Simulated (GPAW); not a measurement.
MgCu2S2 (R3m), Cu K edge of atom 1, with 3 S at 2.24 Å (trigonal planar, site symmetry 3m). Method: GPAW, RPBE, excited-electron core hole (neutral cell), 15-atom cell with 6.7 Å between holes, 3×3×3 k points, dipole transitions, Gaussian full width 1.55 eV up to 4 eV, rising linearly to 3.5 eV at 25 eV.

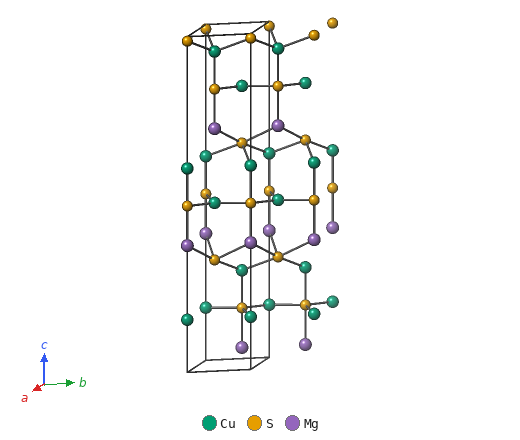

The structure (copper teal, sulfur orange, magnesium purple). Bonds to atoms that aren't drawn are left out. 1×2×1 conventional cells are drawn. Some periodic images of atoms are drawn too.

```xyz
5
Lattice="1.9403 1.1202 6.7863 -1.9403 1.1202 6.7863 0.0000 -2.2405 6.7863" Properties=species:S:1:pos:R:3 pbc="T T T"
Cu    0.0000    0.0000    3.1902
Cu    0.0000    0.0000   12.3696
S     0.0000    0.0000   10.0893
S     0.0000    0.0000   20.0893
Mg    0.0000    0.0000    7.6877
```

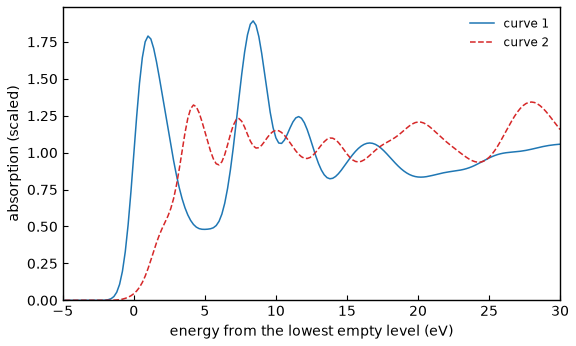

Energy from the lowest empty level; a common scale on which the isotropic spectrum has a mean of 1 over the first 20 eV.

Question: The curves are for the electric vector along different Cartesian axes of the cell as given, averaged over the symmetry-equivalent atoms. Which is which?

Curve 1: along z (c), main maxima 1.0 eV (1.79), 8.4 eV (1.89) and 11.6 eV (1.24). Curve 2: along x (⊥ c) (the other in-plane axis gives the same curve within 3 %), main maxima 4.2 eV (1.32), 7.4 eV (1.23) and 28.0 eV (1.34). A K edge sees empty p states on the absorber. Each direction probes the empty orbitals that point along it. The script folds with a Gaussian, whereas the core hole's own line is a Lorentzian, so the onset is too steep and the first peak too high. The unit cell's mesh shows no gap over 0.35 eV. That is right for a metallic compound; for a small-gap or correlated insulator it would be the fault of the functional or of the assumed magnetic order, and the hole would be screened too well.

[Banner, clock and machine lines of the logs are left out without a mark of their own.]

[Logs are printed without paths, hosts, clocks, repeated set-up lines and the standing remarks that a program may print on its own settings, such as how far it seeks lower states.]

[Hosts, paths, dates, database ids (printed as entryN), source tags and the programs' standing remarks are cut or masked in the printed files.]

[Lists of maxima count a maximum above −3 eV only where it reaches 4 % of the highest in the window and stands out from its surroundings by 2 % of it (1.5 % where it reaches 55 %); shoulders and weaker maxima are passed over, and of the rest the first, up to two pre-edge ones and the few strongest are named.]
